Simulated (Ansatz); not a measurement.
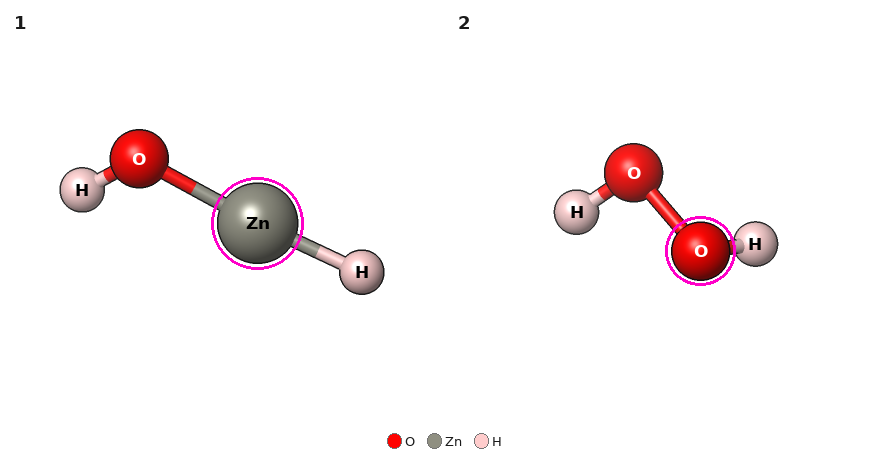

2 molecules with one skeleton, seen from the same side and at one scale; the atom that differs is circled. Each species is neutral and a spin singlet. Computed geometries: PBE0-D4/def2-TZVP optimisations, one conformation each. Properties computed with Ansatz 0.2.0.

One atom differs, called X below: Zn in panel 1, O in panel 2. Their formulas are H2OZn (`[OH][ZnH]`), H2O2 (`OO`).

### In which is the harmonic zero-point energy higher (PBE0-D4/def2-TZVP)?

In panel 2 (X = O).

### In which is the dipole moment larger (PBE0-D4/def2-TZVP)?

In panel 2 (X = O).

Give the values. With PBE0-D4/def2-TZVP: length of X–H (Å), length of X–O (Å), angle O–X–H (°), dipole moment (D), harmonic zero-point energy (kJ/mol). With PBE0-D4/def2-TZVPP: HOMO energy (Kohn–Sham orbital) (eV), HOMO–LUMO gap (eV), vertical ionisation energy (eV).

```json
{"quantity": "length of X–H (Å)", "1 (Zn)": "1.514", "2 (O)": "0.965", "2 − 1": "−0.549"}
{"quantity": "length of X–O (Å)", "1 (Zn)": "1.774", "2 (O)": "1.426", "2 − 1": "−0.348"}
{"quantity": "angle O–X–H (°)", "1 (Zn)": "176.0", "2 (O)": "101.1", "2 − 1": "−74.9"}
{"quantity": "dipole moment (D)", "1 (Zn)": "1.52", "2 (O)": "1.87", "2 − 1": "+0.35"}
{"quantity": "harmonic zero-point energy (kJ/mol)", "1 (Zn)": "49.4", "2 (O)": "70.7", "2 − 1": "+21.3"}
{"quantity": "HOMO energy (Kohn–Sham orbital) (eV)", "1 (Zn)": "−8.20", "2 (O)": "−8.13", "2 − 1": "+0.07"}
{"quantity": "HOMO–LUMO gap (eV)", "1 (Zn)": "7.80", "2 (O)": "8.85", "2 − 1": "+1.05"}
{"quantity": "vertical ionisation energy (eV)", "1 (Zn)": "10.88", "2 (O)": "11.44", "2 − 1": "+0.56"}
```
